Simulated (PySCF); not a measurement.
# C2H2NO, doublet, SMILES `C=N[C]=O`: electronic structure

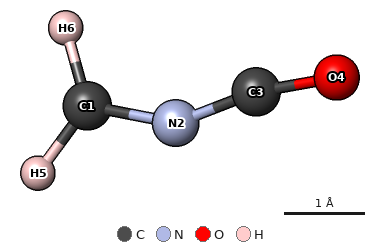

The molecule, with its atoms numbered as below. No frequency check shows the geometry to be a minimum.

Geometry (Å), atoms numbered from 1:

```
C1       1.7675   -0.1138    0.0000
N2       0.5009    0.2530    0.0000
C3      -0.6679   -0.0142    0.0000
O4      -1.8322   -0.0650    0.0000
H5       2.5010    0.6680    0.0000
H6       2.0522   -1.1507    0.0000
```

Part 1: Bonding charge

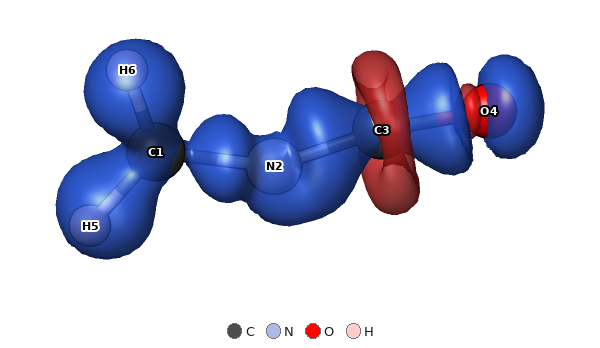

Deformation density (molecule less spherical, spin-averaged free atoms at the same positions), surfaces at ±0.1 e/Å³; blue: gain, red: loss.

Method: PBE/aug-cc-pVDZ; geometry: GFN2-xTB; program: PySCF. The stability of the open-shell solution wasn't checked. GFN2-xTB doesn't know the spin state, so this open-shell geometry is rough.

Question: Describe the bonding that the map shows.

Answer: C1–H5: +0.72 e/Å³ at the bond critical point (bond length 1.07 Å). C1–H6: +0.70 e/Å³ at the bond critical point (bond length 1.07 Å). C3–O4: +0.65 e/Å³ at the bond critical point (bond length 1.17 Å). N2–C3: +0.61 e/Å³ at the bond critical point (bond length 1.20 Å). C1–N2: +0.20 e/Å³ at the bond critical point (bond length 1.32 Å). In all, 1.3 electrons gather in the regions of gain relative to the promolecule.

Question: Where do the Hirshfeld charges lie?

Answer: The highest Hirshfeld charge is on C3 (+0.21 e), the lowest on O4 (−0.17 e).

Part 2: Bond critical points

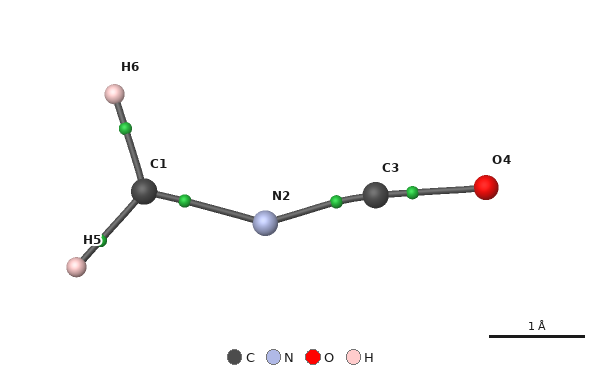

Molecular graph of the electron density (QTAIM): bond paths, bond critical points (green), ring points (magenta, if any); weak paths are dashed.

Question: How many critical points of each kind are there, and does the count close?

Answer: 6 nuclei, 5 bond, 0 ring and 0 cage critical points: 6 − 5 + 0 − 0 = 1, as the Poincaré–Hopf relation requires.

Question: What does the calculation give at each kind of bond critical point?

Answer:
| bond | length (Å) | ρ (a.u.) | ∇²ρ (a.u.) | ε | H (a.u.) |
| --- | --- | --- | --- | --- | --- |
| C3–O4 | 1.165 | 0.443 | +0.76 | 0.03 | −0.782 |
| N2–C3 | 1.199 | 0.414 | −0.53 | 0.07 | −0.770 |
| C1–N2 | 1.319 | 0.312 | −0.28 | 0.18 | −0.517 |
| C1–H5 | 1.072 | 0.287 | −1.10 | 0.07 | −0.317 |
| C1–H6 | 1.075 | 0.283 | −1.07 | 0.06 | −0.310 |

Question: What kind of interaction is N2–C3?

Answer: Shared-shell (covalent): ρ = 0.414, ∇²ρ = −0.53, H = −0.770 a.u.

Part 3: Local ionisation energy

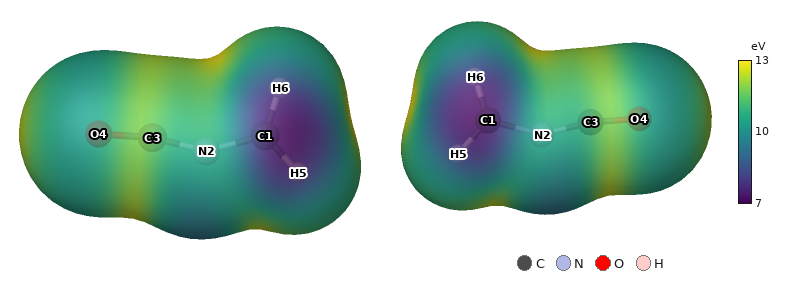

Average local ionisation energy on the surface of electron density 0.001 a.u. (back view left, front view right).

Question: Where are the most loosely bound electrons on this surface?

Answer: The lowest value is 7.2 eV, off the molecular plane, over C1 (2.0 Å), and at like points elsewhere. Further minima include 9.3 eV, 1.9 Å from N2; 10.3 eV, off the molecular plane, over O4 (1.8 Å), and at like points elsewhere. For comparison, the highest occupied orbital lies at −4.6 eV.

Part 4: Spin density

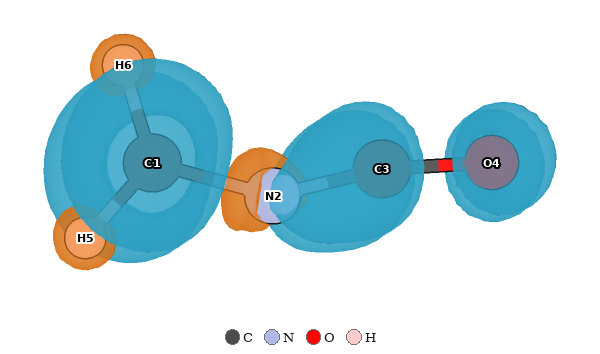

Spin density ρα − ρβ at ±0.02 e/Å³ (light blue: excess α, orange: excess β).

Question: How is the spin shared among the atoms?

Answer: Hirshfeld spin populations: C1 +0.56, C3 +0.14, O4 +0.12, N2 +0.08 and H5 +0.05. ⟨S²⟩ = 0.75, as for a pure state. The picture also shows regions of β spin from spin polarisation; the Hirshfeld sums, whose atoms overlap, net them against the α spin of neighbours.

Part 5: Removing or adding an electron

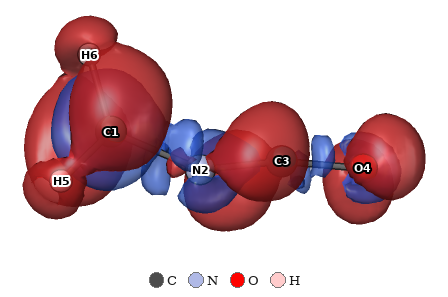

Fukui function f⁻ = ρ(N) − ρ(N−1) at fixed geometry, surfaces at ±0.04 e/Å³ (red positive, blue negative).

Method: HF/def2-SVPD; geometry: GFN2-xTB; program: PySCF. GFN2-xTB doesn't know the spin state, so this open-shell geometry is rough.

Question: Which atoms respond most to the removal of an electron?

Answer: f⁻ (Hirshfeld-condensed) is largest on C1 (0.37); the vertical ionisation energy is 7.82 eV (to the singlet cation, which needn't be its lowest state). Condensed values hint at sites of electrophilic attack but needn't mark the atom that reacts. Orbital relaxation makes it negative in places (0.20 e in all).

| atom | f⁻ | charge |
| --- | --- | --- |
| C1 | +0.37 | −0.01 |
| N2 | +0.09 | −0.15 |
| C3 | +0.16 | +0.32 |
| O4 | +0.19 | −0.27 |
| H5 | +0.10 | +0.06 |
| H6 | +0.10 | +0.05 |

Part 6: The π system

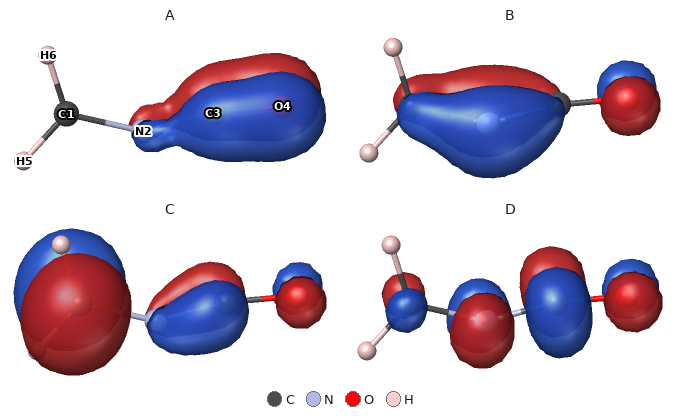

Natural orbitals of the π active space, CASSCF(5,4), doublet state, in order of falling occupation.

PySCF calculation, 6-311+G** basis, gas phase; geometry: GFN2-xTB. GFN2-xTB doesn't know the spin state, so this open-shell geometry is rough.

Question: What are the natural occupation numbers?

Answer: A 1.99, B 1.97, C 1.00, D 0.04.

Question: How multiconfigurational is the state?

Answer: The leading determinant weighs 0.97; the effective number of unpaired electrons, Σ n²(2−n)², is 1.01. The active space lowers the energy by 0.63 eV against Hartree–Fock.

Question: Where does the lowest quartet lie relative to the doublet, at this geometry and within this active space?

Answer: 9.42 eV above it by strongly contracted NEVPT2 (+8.65 eV by CASSCF); a small basis tends to put such gaps a few tenths of an eV too high. This is a vertical energy for π states alone; a state that uses lone pairs or σ orbitals may lie lower.
